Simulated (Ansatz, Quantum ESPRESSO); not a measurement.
**BaTiO3 (Barioperovskite): modes at Γ and the response to a field**

Which modes does BaTiO3 (Barioperovskite) have at the zone centre?

Main program and level: Quantum ESPRESSO 7.5; DFT LDA, scalar-relativistic, plane waves, PseudoDojo norm-conserving pseudopotentials.

### 1. Starting point

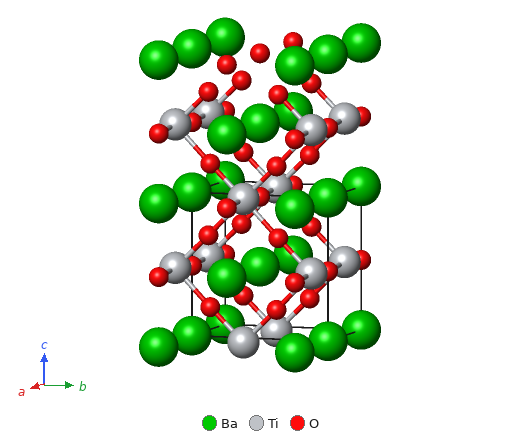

The starting structure, seen slightly off an axis (barium green, titanium light grey, oxygen red). 2×1×2 cells are drawn. This picture shows the conventional cell, with its axes. Some periodic images of atoms are drawn too.

### 2. A first look

Before anything dear is run, a loose run with smearing shows whether this is a metal and how far the cell is from rest.

probe.in

```
&CONTROL
  calculation = 'scf'
  prefix      = 'x'
  outdir      = './tmp'
  pseudo_dir  = './pseudo'
  tprnfor     = .true.
  tstress     = .true.
  verbosity   = 'high'
/
&SYSTEM
  ibrav       = 0
  nat         = 5
  ntyp        = 3
  ecutwfc     = 84.0
  occupations = 'smearing'
  smearing    = 'gaussian'
  degauss     = 0.01
/
&ELECTRONS
  conv_thr         = 1.0d-07
  mixing_beta      = 0.7
  electron_maxstep = 100
/
ATOMIC_SPECIES
 Ba    137.3270  Ba.upf
 Ti     47.8670  Ti.upf
 O      15.9990  O.upf
CELL_PARAMETERS angstrom
     3.985500000    0.000000000    0.000000000
     0.000000000    2.836900000    2.845150000
     0.000000000   -2.836900000    2.845150000
ATOMIC_POSITIONS crystal
 Ba     0.000000000   0.000000000   0.000000000
 Ti     0.500000000   0.512400000   0.512400000
 O      0.000000000   0.487400000   0.487400000
 O      0.500000000   0.505240000   0.991840000
 O      0.500000000   0.991840000   0.505240000
K_POINTS automatic
 4 4 4 0 0 0
```

Launch:

```bash
$ OMP_NUM_THREADS=1 mpirun -n 4 pw.x -nk 4 -in probe.in > probe.out
```

What it wrote:

```text
[banners, grids, parts of the stress and lines that vanish by symmetry left out]
Program PWSCF v.7.5
     Message from routine setup:
     using ibrav=0 with symmetry is DISCOURAGED, use correct ibrav instead
[...]
kinetic-energy cutoff     =      84.0000  Ry
     charge density cutoff     =     336.0000  Ry
     scf convergence threshold =      1.0E-07
[...]
Exchange-correlation= SLA  PW   NOGX NOGC
                           (   1   4   0   0   0   0   0)
[...]
4 Sym. Ops. (no inversion) found
[...]
(     0          1          0      )
                  (     0          0          1      )
[...]
(  0.0000000  1.0000000  0.0000000 )
                  (  0.0000000  0.0000000  1.0000000 )
[...]
(     0          0          1      )
                  (     0          1          0      )
[...]
(  0.0000000  1.0000000  0.0000000 )
                  (  0.0000000  0.0000000  1.0000000 )
[...]
number of k points=    21  Gaussian smearing, width (Ry)=  0.0100
[...]
End of self-consistent calculation
[...]
the Fermi energy is    10.8151 ev
!    total energy              =    -274.79080827 Ry
[...]
convergence has been achieved in  14 iterations
[...]
atom    1 type  1   force =     0.00000000    0.00000000    0.00650674
     atom    2 type  2   force =     0.00000000   -0.00000000    0.01256214
     atom    3 type  3   force =     0.00000000    0.00000000    0.00760193
     atom    4 type  3   force =     0.00000000    0.00297923   -0.01333540
     atom    5 type  3   force =     0.00000000   -0.00297923   -0.01333540
[...]
Total force =     0.025127     Total SCF correction =     0.000023
[...]
total   stress  (Ry/bohr**3)                   (kbar)     P=      -83.07
[...]
XML data file, charge density, pseudopotentials, collected wavefunctions

   JOB DONE.
```

Run time: 15 s. Hardware: 4 MPI ranks of Arm Neoverse V2, shared host.

Numbers from this step:

```yaml
volume_per_atom: 12.87 Å³
pressure: -8.307 GPa
gap_on_the_k_mesh: 1.812 eV
```

A gap of 1.8 eV opens on this mesh, so the crystal is taken as an insulator; the start stands at -8.3 GPa.

### 3. Relaxing the cell and atoms

The relaxation runs at a cutoff a fifth above that of the response, since stress converges more slowly with the basis than frequencies do. Forces and stress are brought to rest with tight thresholds.

relax.in

```
&CONTROL
  calculation   = 'vc-relax'
  prefix        = 'x'
  outdir        = './tmp'
  pseudo_dir    = './pseudo'
  tprnfor       = .true.
  tstress       = .true.
  forc_conv_thr = 2.0d-05
  etot_conv_thr = 1.0d-07
  nstep         = 40
/
&SYSTEM
  ibrav       = 0
  nat         = 5
  ntyp        = 3
  ecutwfc     = 101
  occupations = 'fixed'
  nbnd        = 22
/
&ELECTRONS
  conv_thr         = 1.0d-11
  mixing_beta      = 0.7
  electron_maxstep = 100
/
&IONS
/
&CELL
  press_conv_thr = 0.2
/
ATOMIC_SPECIES
 Ba    137.3270  Ba.upf
 Ti     47.8670  Ti.upf
 O      15.9990  O.upf
CELL_PARAMETERS angstrom
     3.985500000    0.000000000    0.000000000
     0.000000000    2.836900000    2.845150000
     0.000000000   -2.836900000    2.845150000
ATOMIC_POSITIONS crystal
 Ba     0.000000000   0.000000000   0.000000000
 Ti     0.500000000   0.512400000   0.512400000
 O      0.000000000   0.487400000   0.487400000
 O      0.500000000   0.505240000   0.991840000
 O      0.500000000   0.991840000   0.505240000
K_POINTS automatic
 6 6 6 0 0 0
```

Launch:

```bash
$ OMP_NUM_THREADS=1 mpirun -n 4 pw.x -nk 4 -in relax.in > relax.out
```

What it wrote:

```text
[banners, grids, parts of the stress and lines that vanish by symmetry left out]
[banner, memory and clock lines left out]
Program PWSCF v.7.5

[...]
kinetic-energy cutoff     =     101.0000  Ry
     charge density cutoff     =     404.0000  Ry
     scf convergence threshold =      1.0E-11
[...]
energy convergence thresh.=      1.0E-07
     force convergence thresh. =      2.0E-05
     press convergence thresh. =      2.0E-01
     Exchange-correlation= SLA  PW   NOGX NOGC
                           (   1   4   0   0   0   0   0)
[...]
4 Sym. Ops. (no inversion) found
[...]
number of k points=    52
[...]
c_bands:  1 eigenvalues not converged
[...]
End of self-consistent calculation
[...]
highest occupied, lowest unoccupied level (ev):     9.9714   11.7917
!    total energy              =    -274.79160179 Ry
[...]
convergence has been achieved in  24 iterations
[...]
atom    1 type  1   force =     0.00000000    0.00000000    0.00639375
     atom    2 type  2   force =     0.00000000    0.00000000    0.00944406
     atom    3 type  3   force =     0.00000000    0.00000000    0.00884707
     atom    4 type  3   force =     0.00000000    0.00271415   -0.01234244
     atom    5 type  3   force =     0.00000000   -0.00271415   -0.01234244
     Total force =     0.022973     Total SCF correction =     0.000000
[...]
total   stress  (Ry/bohr**3)                   (kbar)     P=      -83.03
[...]
number of bfgs steps    =   0
[...]
CELL_PARAMETERS (angstrom)
[...]
ATOMIC_POSITIONS (crystal)
Ba              -0.0000000000        0.0005945955        0.0005945955
Ti               0.5000000000        0.5132782634        0.5132782634
O               -0.0000000000        0.4882227457        0.4882227457
O                0.5000000000        0.5043453378        0.9904390576
[...]
New effective cutoffs (rho, wfc):  415.88  104.03
[...]
End of self-consistent calculation
[...]
highest occupied, lowest unoccupied level (ev):    10.5902   12.5260
!    total energy              =    -274.79777020 Ry
[...]
convergence has been achieved in  11 iterations
[...]
atom    1 type  1   force =     0.00000000    0.00000000    0.00613060
     atom    2 type  2   force =     0.00000000    0.00000000    0.00058243
     atom    3 type  3   force =     0.00000000    0.00000000    0.00607748
     atom    4 type  3   force =     0.00000000   -0.00481560   -0.00639525
     atom    5 type  3   force =     0.00000000    0.00481560   -0.00639525
     Total force =     0.014249     Total SCF correction =     0.000000
[...]
total   stress  (Ry/bohr**3)                   (kbar)     P=       -7.68
[...]
number of bfgs steps    =   1
[...]
CELL_PARAMETERS (angstrom)
[...]
ATOMIC_POSITIONS (crystal)
[...]
New effective cutoffs (rho, wfc):  417.50  104.45
[...]
End of self-consistent calculation
[...]
highest occupied, lowest unoccupied level (ev):    10.6671   12.6204
!    total energy              =    -274.79802173 Ry
[...]
convergence has been achieved in  10 iterations
[...]
atom    1 type  1   force =     0.00000000    0.00000000    0.00509026
     atom    2 type  2   force =    -0.00000000    0.00000000   -0.00024046
     atom    3 type  3   force =     0.00000000   -0.00000000    0.00523779
     atom    4 type  3   force =    -0.00000000   -0.00495528   -0.00504379
[...]
Total force =     0.000331     Total SCF correction =     0.000000
[...]
total   stress  (Ry/bohr**3)                   (kbar)     P=        0.09
[...]
number of bfgs steps    =  12
[...]
highest occupied, lowest unoccupied level (ev):    10.6227   12.6410
!    total energy              =    -274.79871187 Ry
[...]
convergence has been achieved in  10 iterations
[...]
Total force =     0.000250     Total SCF correction =     0.000000
[...]
total   stress  (Ry/bohr**3)                   (kbar)     P=       -0.08
[...]
number of bfgs steps    =  13
[...]
highest occupied, lowest unoccupied level (ev):    10.6209   12.6407
!    total energy              =    -274.79871210 Ry
[...]
convergence has been achieved in  11 iterations
[...]
Total force =     0.000142     Total SCF correction =     0.000000
[...]
total   stress  (Ry/bohr**3)                   (kbar)     P=       -0.16
[...]
number of bfgs steps    =  14
[...]
New effective cutoffs (rho, wfc):  416.44  104.17
[...]
highest occupied, lowest unoccupied level (ev):    10.6208   12.6414
!    total energy              =    -274.79871219 Ry
[...]
convergence has been achieved in   9 iterations
[...]
Total force =     0.000051     Total SCF correction =     0.000000
[...]
total   stress  (Ry/bohr**3)                   (kbar)     P=       -0.09
[...]
number of bfgs steps    =  15
[...]
CELL_PARAMETERS (angstrom)
[...]
ATOMIC_POSITIONS (crystal)
[...]
New effective cutoffs (rho, wfc):  416.45  104.17
[...]
End of self-consistent calculation
[...]
highest occupied, lowest unoccupied level (ev):    10.6212   12.6419
!    total energy              =    -274.79871220 Ry
[...]
convergence has been achieved in   7 iterations
[...]
atom    3 type  3   force =     0.00000000    0.00000000    0.00000550
     atom    4 type  3   force =     0.00000000    0.00000619   -0.00000297
     atom    5 type  3   force =    -0.00000000   -0.00000619   -0.00000297
     Total force =     0.000012     Total SCF correction =     0.000001
[...]
total   stress  (Ry/bohr**3)                   (kbar)     P=       -0.02
[...]
bfgs converged in  17 scf cycles and  16 bfgs steps
[...]
End of BFGS Geometry Optimization
     Final enthalpy           =    -274.7987121966 Ry
     File ./tmp/x.bfgs deleted, as requested
[...]
CELL_PARAMETERS (angstrom)
[...]
ATOMIC_POSITIONS (crystal)
[...]
O                0.5000000000        0.4946415816        0.9886687033
O                0.5000000000        0.9886687033        0.4946415816
[...]
Final scf calculation at the relaxed structure.
[...]
kinetic-energy cutoff     =     101.0000  Ry
     charge density cutoff     =     404.0000  Ry
     scf convergence threshold =      1.0E-13
[...]
press convergence thresh. =      2.0E-01
     Exchange-correlation= SLA  PW   NOGX NOGC
                           (   1   4   0   0   0   0   0)
[...]
4 Sym. Ops. (no inversion) found
[...]
number of k points=    52
[...]
End of self-consistent calculation
[...]
highest occupied, lowest unoccupied level (ev):    10.6212   12.6419
!    total energy              =    -274.79870610 Ry
[...]
convergence has been achieved in  24 iterations
[...]
atom    1 type  1   force =    -0.00000000   -0.00000000   -0.00000162
     atom    2 type  2   force =     0.00000000    0.00000000    0.00000215
     atom    3 type  3   force =     0.00000000    0.00000000    0.00000524
     atom    4 type  3   force =     0.00000000    0.00000584   -0.00000289
     atom    5 type  3   force =    -0.00000000   -0.00000584   -0.00000289
     Total force =     0.000011     Total SCF correction =     0.000000
[...]
total   stress  (Ry/bohr**3)                   (kbar)     P=       -0.02
[...]
XML data file, charge density, pseudopotentials, collected wavefunctions
```

Wall time 11 min (4 MPI ranks).

The steps of the relaxation:

```
step  energy less that of the first step (eV)  largest force (eV/Å)  volume (Å³)
   1                                   0.0000                0.3249        64.34
   2                                  -0.0839                0.2058        61.65
   3                                  -0.0873                0.1818        61.34
   4                                  -0.0916                0.1217        61.14
   5                                  -0.0952                0.0463        61.18
   6                                  -0.0962                0.0441        61.35
   7                                  -0.0965                0.0424        61.46
   8                                  -0.0966                0.0318        61.50
   9                                  -0.0967                0.0170        61.50
  10                                  -0.0967                0.0070        61.50
  11                                  -0.0967                0.0074        61.49
  12                                  -0.0967                0.0073        61.50
  13                                  -0.0967                0.0061        61.50
  14                                  -0.0967                0.0039        61.51
  15                                  -0.0967                0.0023        61.52
  16                                  -0.0967                0.0009        61.52
  17                                  -0.0967                0.0002        61.52
  18                                  -0.0967                0.0002        61.52
```

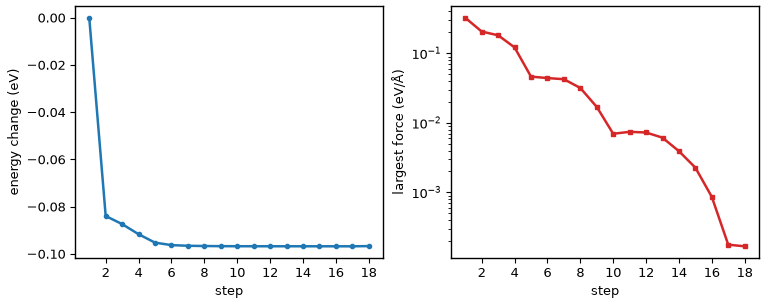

Energy and largest force along the relaxation.

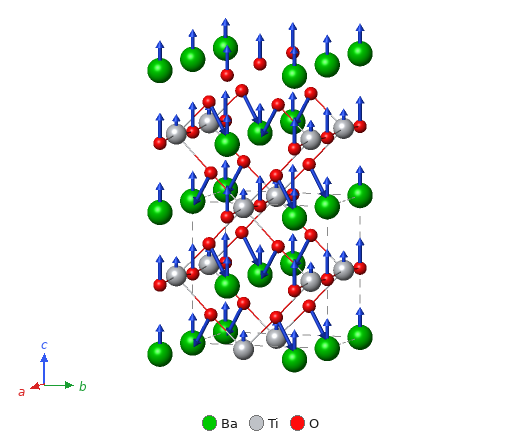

Displacements in the relaxation, exaggerated, measured against the changing cell; the longest in the cell stands for 0.04 Å. 2×1×2 conventional cells are drawn. Some periodic images of atoms are drawn too.

```
conventional cell, symmetrised  before  after  change
                         a (Å)   3.986  3.926  -1.5 %
                         b (Å)   5.674  5.593  -1.4 %
                         c (Å)   5.690  5.603  -1.5 %
              volume (Å³/atom)   12.87  12.30  -4.4 %
```

The atoms that moved most (Å, as changes of fractional coordinates times the final cell):

```
atom     dx      dy      dz  length
  O4  0.000  -0.021  -0.039   0.044
  O5  0.000   0.021  -0.039   0.044
  O3  0.000   0.000   0.034   0.034
 Ba1  0.000   0.000   0.027   0.027
 Ti2  0.000   0.000   0.016   0.016
```

The last row of the table of steps is pw.x's closing run on a basis chosen anew for the final cell, so its energy can jump.

This step gave:

- volume per atom: 12.30 Å³
- pressure: -0.002667 GPa
- gap on the k-mesh: 2.021 eV

The volume changes by -4.4 % from the cell with which this run began.

### 4. Ground state

The response is built on this ground state, so it is converged far tighter than an energy would need. With a gap, occupations are fixed, which also allows the response to an electric field.

scf.in

```
&CONTROL
  calculation = 'scf'
  prefix      = 'x'
  outdir      = './tmp'
  pseudo_dir  = './pseudo'
  tprnfor     = .true.
  tstress     = .true.
/
&SYSTEM
  ibrav       = 0
  nat         = 5
  ntyp        = 3
  ecutwfc     = 84.0
  occupations = 'fixed'
  nbnd        = 22
/
&ELECTRONS
  conv_thr         = 1.0d-12
  mixing_beta      = 0.7
  electron_maxstep = 100
/
ATOMIC_SPECIES
 Ba    137.3270  Ba.upf
 Ti     47.8670  Ti.upf
 O      15.9990  O.upf
CELL_PARAMETERS angstrom
     3.926449056    0.000000000    0.000000000
     0.000000000    2.796404123    2.801381932
     0.000000000   -2.796404123    2.801381932
ATOMIC_POSITIONS crystal
 Ba     0.000000000   0.004868434   0.004868434
 Ti     0.500000000   0.515183757   0.515183757
 O      0.000000000   0.493517525   0.493517525
 O      0.500000000   0.494641582   0.988668703
 O      0.500000000   0.988668703   0.494641582
K_POINTS automatic
 6 6 6 0 0 0
```

Launch:

```bash
$ OMP_NUM_THREADS=1 mpirun -n 4 pw.x -nk 4 -in scf.in > scf.out
```

What it wrote:

```text
[banners, grids, parts of the stress and lines that vanish by symmetry left out]
[banner, memory and clock lines left out]
Program PWSCF v.7.5

[...]
kinetic-energy cutoff     =      84.0000  Ry
     charge density cutoff     =     336.0000  Ry
     scf convergence threshold =      1.0E-12
[...]
Exchange-correlation= SLA  PW   NOGX NOGC
                           (   1   4   0   0   0   0   0)
[...]
4 Sym. Ops. (no inversion) found
[...]
number of k points=    52
[...]
End of self-consistent calculation
[...]
highest occupied, lowest unoccupied level (ev):    10.6212   12.6419
!    total energy              =    -274.79864189 Ry
[...]
convergence has been achieved in  19 iterations
[...]
atom    1 type  1   force =     0.00000000    0.00000000   -0.00000265
     atom    2 type  2   force =     0.00000000    0.00000000    0.00000065
     atom    3 type  3   force =     0.00000000    0.00000000    0.00000645
     atom    4 type  3   force =     0.00000000    0.00000636   -0.00000223
     atom    5 type  3   force =     0.00000000   -0.00000636   -0.00000223
     Total force =     0.000012     Total SCF correction =     0.000000
[...]
total   stress  (Ry/bohr**3)                   (kbar)     P=       -0.33
[...]
XML data file, charge density, pseudopotentials, collected wavefunctions
```

The job ended after 43 s (4 MPI ranks).

Read from the output:

| Property | Result |
| --- | --- |
| pressure | -0.03333 GPa |

The cell stands at -0.033 GPa, close enough for phonons.

(Continued in part 2 of 5.)

[Host names and launcher messages were left out of these logs when they were recorded.]

[Logs are printed without paths, hosts, clocks, repeated set-up lines and the standing remarks that a program may print on its own settings, such as how far it seeks lower states.]

[Hosts, paths, dates, database ids (printed as entryN), source tags and the programs' standing remarks are cut or masked in the printed files.]
